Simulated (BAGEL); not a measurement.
# CH4ClFOSi (SMILES C[Si](O)(F)Cl): a chain of runs

We compute the energy (HF/def2-SV(P)), then a single-point energy (NEVPT2(2,2)/def2-SV(P)) of CH4ClFOSi. 

Program for the calculation: BAGEL 1.2.2.

2 further runs of the same task are left out: 2 set aside as unsound or not needed.

## (1) The molecule

CH4ClFOSi has 9 atoms, charge 0, and is taken as a singlet. SMILES: `C[Si](O)(F)Cl`. The C1–H7 distance was set to 3.056 Å, away from the relaxed value. At this shape a bond of the SMILES string is far longer than usual.

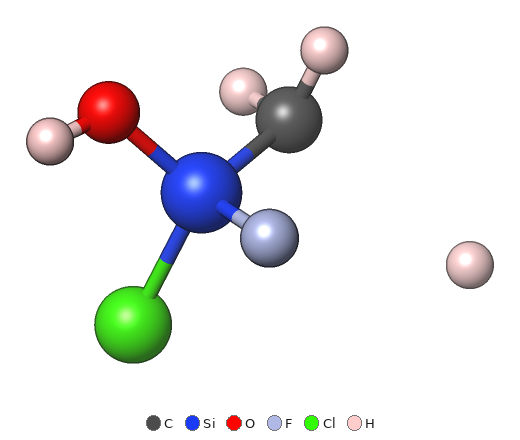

Viewed from a chosen angle; carbon dark grey, silicon blue, oxygen red, fluorine light blue, chlorine green, hydrogen pink.

## (2) The energy at HF/def2-SV(P) (density fitting with svp-jkfit) (run 1)

Contents of input.json:

```json
{ "bagel" : [

{
  "title" : "molecule",
  "basis" : "def2-sv_p_.json",
  "df_basis" : "svp-jkfit",
  "angstrom" : "false",
  "geometry" : [
    { "atom" : "C", "xyz" : [ -1.02306371, -2.76379060, -1.60191139 ] },
    { "atom" : "Si", "xyz" : [  2.19646269, -2.01356933, -2.64163870 ] },
    { "atom" : "O", "xyz" : [  3.11638137, -4.10171669, -4.69104668 ] },
    { "atom" : "F", "xyz" : [  4.07107101, -1.99108159, -0.29044146 ] },
    { "atom" : "Cl", "xyz" : [  2.43853661,  1.53741503, -4.16683666 ] },
    { "atom" : "H", "xyz" : [ -2.32924241, -2.69443765, -3.19627332 ] },
    { "atom" : "H", "xyz" : [ -2.78980268,  1.01043656,  2.39560581 ] },
    { "atom" : "H", "xyz" : [ -1.07862166, -4.66050871, -0.78895121 ] },
    { "atom" : "H", "xyz" : [  4.65197282, -3.82090339, -5.60964255 ] }
  ]
},
{
  "title" : "hf"
},
{
  "title" : "print",
  "file" : "orbitals.molden",
  "orbitals" : "true"
}

]}
```

The basis set def2-SV(P) is read from a file made from the Basis Set Exchange's data (not shown).

Started as:

```bash
BAGEL_NUM_THREADS=1 BAGEL input.json > input.out
```

Log:

```text
* using 1 threads per process

  ===============================================================
  ===============================================================

  *** Geometry ***

  { "atom" : "C", "xyz" : [     -1.023064,     -2.763791,     -1.601911 ] },
  { "atom" : "Si", "xyz" : [      2.196463,     -2.013569,     -2.641639 ] },
  { "atom" : "O", "xyz" : [      3.116381,     -4.101717,     -4.691047 ] },
  { "atom" : "F", "xyz" : [      4.071071,     -1.991082,     -0.290441 ] },
  { "atom" : "Cl", "xyz" : [      2.438537,      1.537415,     -4.166837 ] },
  { "atom" : "H", "xyz" : [     -2.329242,     -2.694438,     -3.196273 ] },
  { "atom" : "H", "xyz" : [     -2.789803,      1.010437,      2.395606 ] },
  { "atom" : "H", "xyz" : [     -1.078622,     -4.660509,     -0.788951 ] },
  { "atom" : "H", "xyz" : [      4.651973,     -3.820903,     -5.609643 ] },

  Number of auxiliary basis functions:      557

  Since a DF basis is specified, we compute 2- and 3-index integrals:
    o Being stored without compression. Storage requirement is 0.033 GB

  Number of basis functions:       86
  Number of electrons      :       58

    * METHOD: MOLECULE                             0.50

  *** RHF ***

  === Nuclear Repulsion ===
   309.2011137876

      * DIIS with orbital gradients will be used.

  === RHF iteration (def2-sv_p_.json) ===
      0       -961.98895350          0.02193285           0.16
      1       -962.09416135          0.01948402           0.15
      2       -962.39841470          0.00409854           0.15
      3       -962.41234967          0.00228895           0.15
      4       -962.41652479          0.00039238           0.15
      5       -962.41669476          0.00014988           0.15
      6       -962.41671965          0.00004729           0.15
      7       -962.41672292          0.00001635           0.15
      8       -962.41672322          0.00000601           0.15
      9       -962.41672327          0.00000231           0.16
     10       -962.41672328          0.00000119           0.16
     11       -962.41672328          0.00000043           0.16
     12       -962.41672329          0.00000023           0.15
     13       -962.41672329          0.00000008           0.16
     14       -962.41672329          0.00000003           0.15
     15       -962.41672329          0.00000002           0.16
     16       -962.41672329          0.00000001           0.15
    * SCF iteration converged.

    * Permanent dipole moment:
           (   -0.153734,     0.851979,     0.965142) a.u.

    * METHOD: HF                                   2.99

    * METHOD: PRINT                                0.02

  ===============================================================
```

Wall time 3.9 s (1 thread of Arm Neoverse N1, shared host); peak memory 0.15 GiB.

## (3) The energy at NEVPT2(2,2)/def2-SV(P) (density fitting with svp-jkfit) (run 2)

Contents of input.json:

```json
{ "bagel" : [

{
  "title" : "molecule",
  "basis" : "def2-sv_p_.json",
  "df_basis" : "svp-jkfit",
  "geometry" : [
    { "atom" : "C", "xyz" : [    -1.02306371,    -2.76379060,    -1.60191139 ] },
    { "atom" : "Si", "xyz" : [     2.19646269,    -2.01356933,    -2.64163870 ] },
    { "atom" : "O", "xyz" : [     3.11638137,    -4.10171669,    -4.69104668 ] },
    { "atom" : "F", "xyz" : [     4.07107101,    -1.99108159,    -0.29044146 ] },
    { "atom" : "Cl", "xyz" : [     2.43853661,     1.53741503,    -4.16683666 ] },
    { "atom" : "H", "xyz" : [    -2.32924241,    -2.69443765,    -3.19627332 ] },
    { "atom" : "H", "xyz" : [    -2.78980268,     1.01043656,     2.39560581 ] },
    { "atom" : "H", "xyz" : [    -1.07862166,    -4.66050871,    -0.78895121 ] },
    { "atom" : "H", "xyz" : [     4.65197282,    -3.82090339,    -5.60964255 ] }
  ]
},

{
  "title" : "hf"
},

{
  "title" : "nevpt2",
  "nstate" : 1,
  "nact" : 2,
  "nclosed" : 28,
  "active" : [29, 30],
  "maxiter" : 200,
  "natocc" : true,
  "ncore" : 13
},

{
  "title" : "print",
  "file" : "orbitals.molden",
  "orbitals" : true
}

]}
```

The basis set def2-SV(P) is read from a file made from the Basis Set Exchange's data (not shown).

Started as:

```bash
BAGEL_NUM_THREADS=1 BAGEL input.json > input.out
```

Log:

```text
* using 1 threads per process

  ===============================================================
  ===============================================================

  *** Geometry ***

  { "atom" : "C", "xyz" : [     -1.023064,     -2.763791,     -1.601911 ] },
  { "atom" : "Si", "xyz" : [      2.196463,     -2.013569,     -2.641639 ] },
  { "atom" : "O", "xyz" : [      3.116381,     -4.101717,     -4.691047 ] },
  { "atom" : "F", "xyz" : [      4.071071,     -1.991082,     -0.290441 ] },
  { "atom" : "Cl", "xyz" : [      2.438537,      1.537415,     -4.166837 ] },
  { "atom" : "H", "xyz" : [     -2.329242,     -2.694438,     -3.196273 ] },
  { "atom" : "H", "xyz" : [     -2.789803,      1.010437,      2.395606 ] },
  { "atom" : "H", "xyz" : [     -1.078622,     -4.660509,     -0.788951 ] },
  { "atom" : "H", "xyz" : [      4.651973,     -3.820903,     -5.609643 ] },

  Number of auxiliary basis functions:      557

  Since a DF basis is specified, we compute 2- and 3-index integrals:
    o Being stored without compression. Storage requirement is 0.033 GB

  Number of basis functions:       86
  Number of electrons      :       58

    * METHOD: MOLECULE                             0.51

  *** RHF ***

  === Nuclear Repulsion ===
   309.2011137876

      * DIIS with orbital gradients will be used.

  === RHF iteration (def2-sv_p_.json) ===
      0       -961.98895350          0.02193285           0.16
      1       -962.09416135          0.01948402           0.15
      2       -962.39841470          0.00409854           0.15
      3       -962.41234967          0.00228895           0.15
      4       -962.41652479          0.00039238           0.15
      5       -962.41669476          0.00014988           0.15
      6       -962.41671965          0.00004729           0.16
      7       -962.41672292          0.00001635           0.15
      8       -962.41672322          0.00000601           0.15
      9       -962.41672327          0.00000231           0.15
     10       -962.41672328          0.00000119           0.15
     11       -962.41672328          0.00000043           0.15
     12       -962.41672329          0.00000023           0.16
     13       -962.41672329          0.00000008           0.15
     14       -962.41672329          0.00000003           0.16
     15       -962.41672329          0.00000002           0.16
     16       -962.41672329          0.00000001           0.16
    * SCF iteration converged.

    * Permanent dipole moment:
           (   -0.153734,     0.851979,     0.965142) a.u.

    * METHOD: HF                                   3.00

    * freezing 13 orbitals
  ---------------------------
      CASSCF calculation
  ---------------------------

    ==== Active orbitals : =====
         Orbital 29
         Orbital 30
    ============================

    * nstate   :      1
    * nclosed  :     28
    * nact     :      2
    * nvirt    :     56
  === CASSCF iteration (def2-sv_p_.json) ===

    * Using the second-order algorithm

      0  0      -962.52792155     5.71e-03      0.04

      1  0      -962.55050277     4.43e-04      0.88

      2  0      -962.55060065     7.13e-05      0.86

      3  0      -962.55060303     1.23e-05      0.83

      4  0      -962.55060310     2.15e-06      0.82

      5  0      -962.55060310     3.78e-07      0.83

      6  0      -962.55060310     6.64e-08      0.72

      7  0      -962.55060310     1.17e-08      0.69

      8  0      -962.55060310     2.06e-09      0.59

    * Second-order optimization converged. *

     guess   0:   closed 1.                   open ..

  === FCI iteration ===

      0  0      -962.39771725     1.01e-01      0.00
      1  0      -962.55046946     3.69e-03      0.00
      2  0 *    -962.55060310     3.89e-16      0.00

     * ci vector, state   0, <S^2> = 0.0000
       2.     0.7961556892
       .2    -0.6050918265

  === DF-NEVPT2 calculation ===

    * 3-index integral transformation done
    * assembly done

      NEVPT2 correlation energy:   -0.6855093339      0.30

          (+0)     -0.6457801860
          (+0)'    -0.0061096288
          (+1)     -0.0061497231
          (+1)'    -0.0000000000
          (+2)     -0.0000478898
          (-1)     -0.0273520821
          (-1)'     0.0000000000
          (-2)     -0.0000698242

      NEVPT2 total energy:       -963.2361124369

    * METHOD: NEVPT2                               7.20

    * METHOD: PRINT                                0.03

  ===============================================================
```

Run time: 11 s. Hardware: 1 thread of Arm Neoverse N1, shared host; peak memory 0.15 GiB.

## (4) Summary of results

```
                                   quantity          value
         run 1, HF/def2-SV(P): total energy  -962.41672 Eh
        run 1, HF/def2-SV(P): dipole moment         3.30 D
          run 1, HF/def2-SV(P): HOMO energy       -8.46 eV
          run 1, HF/def2-SV(P): LUMO energy       -1.90 eV
        run 1, HF/def2-SV(P): HOMO–LUMO gap        6.55 eV
run 2, NEVPT2(2,2)/def2-SV(P): total energy  -963.23611 Eh
```

In words: One bond (run 1, HF/def2-SV(P)) is far stretched, which a spin-restricted single reference describes badly; a broken-symmetry solution may lie lower.
